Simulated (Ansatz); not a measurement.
## Convergence study of the plane-wave cutoff for Ag (Im-3m, 1 atom in the cell)

```
CELL_PARAMETERS angstrom
     -1.66393     1.66393     1.66393
      1.66393    -1.66393     1.66393
      1.66393     1.66393    -1.66393
ATOMIC_POSITIONS crystal
  Ag 0.00000 0.00000 0.00000
```

Method: LDA (PW92), default PAW files made with PBE (plane waves; Ansatz, a first-principles code).

Base settings: basis.ecutwfc = 30.9 Ry; kpoints.mp_grid.grid = 14 14 14; hamiltonian.xc = lda; hamiltonian.pseudopotentials = {kind: paw} (the program's default PAW files); scf.occupations.method = fermi_dirac; scf.occupations.width = 0.0073 Ry.

The second cell is the first with its lattice scaled by 0.98.

The mesh stays at the base's, so the ladder's end is converged at best in this setting alone.

The first pressure column holds Ansatz's estimate of the finite-basis (Pulay) stress, which hides part of the cutoff error; the other is without it.

Only quantities that move along the ladder and can be compared are tabulated.

The count of work is k-points × plane waves × bands × iterations; it is no time. 

The starting cell comes from a database of computed structures (which also holds hypothetical and non-ambient phases and stackings), without a prior relaxation at this level. Its lattice was rescaled by up to half a per cent. In the base run, with a pressure of about -12 GPa the cell is away from its equilibrium volume at this level.

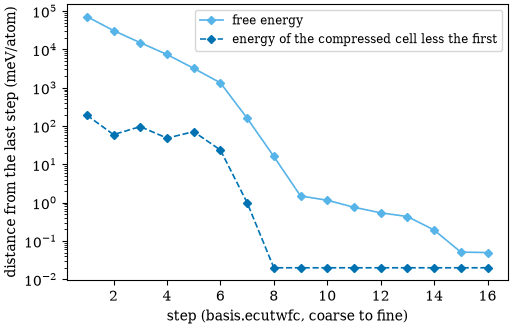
*Distance from the last step along the ladder; very small values are drawn at a floor.*

| basis.ecutwfc | free energy less the last step's (meV/atom) | energy of the compressed cell less the first (meV/atom) | pressure (GPa) | pressure without the Pulay estimate (GPa) | count of work / last |
|---|---|---|---|---|---|
| 10.7 Ry | 72329.69 | -261.99 | -53.03 | -2092.64 | 0.084 |
| 12.5 Ry | 31121.30 | -129.33 | -19.95 | -1105.73 | 0.093 |
| 14 Ry | 15022.82 | -166.29 | -21.25 | -624.80 | 0.13 |
| 15.4 Ry | 7401.84 | -118.03 | -8.76 | -355.35 | 0.11 |
| 16.9 Ry | 3216.61 | 1.97 | -5.32 | -185.41 | 0.12 |
| 18.4 Ry | 1347.50 | -45.79 | -10.03 | -96.91 | 0.13 |
| 21.7 Ry | 161.03 | -68.49 | -12.14 | -26.61 | 0.14 |
| 24.6 Ry | 16.09 | -69.50 | -12.28 | -14.26 | 0.18 |
| 27.9 Ry | 1.50 | -69.48 | -12.25 | -12.31 | 0.23 |
| 30.9 Ry | 1.16 | -69.49 | -12.25 | -12.26 | 0.26 |
| 33.8 Ry | 0.76 | -69.49 | -12.24 | -12.27 | 0.27 |
| 37.1 Ry | 0.54 | -69.49 | -12.24 | -12.25 | 0.33 |
| 41.5 Ry | 0.44 | -69.49 | -12.24 | -12.25 | 0.39 |
| 46.3 Ry | 0.19 | -69.49 | -12.24 | -12.26 | 0.48 |
| 54 Ry | 0.05 | -69.49 | -12.24 | -12.24 | 0.63 |
| 61.7 Ry | 0.03 | -69.49 | -12.24 | -12.25 | 0.68 |
| 74.2 Ry | 0.00 | -69.49 | -12.24 | -12.25 | 1.0 |

Coarsest basis.ecutwfc that holds the free energy within 2 meV/atom of the last step, with all finer ones: 27.9 Ry, at 0.23 of the last step's count of work; the step before is off by 16 meV/atom.

Coarsest basis.ecutwfc that holds the energy of the compressed cell less the first within 0.5 meV/atom of the last step, with all finer ones: 24.6 Ry, at 0.18 of the last step's count of work; the step before is off by 1.0 meV/atom.

Coarsest basis.ecutwfc that holds the pressure without the Pulay estimate within 0.5 GPa of the last step, with all finer ones: 27.9 Ry, at 0.23 of the last step's count of work; the step before is off by 2.0 GPa.

The energy difference between the two cells stays within 1 meV/atom of the last step's from 24.6 Ry on, the total only from 33.8 Ry on: much of the error is common to both cells and cancels.

At the lowest cutoff the pressure without the Pulay estimate lies 2080 GPa under the last step's, the usual sign of Pulay stress in an incomplete plane-wave basis.

Keys are those of Ansatz 0.2.
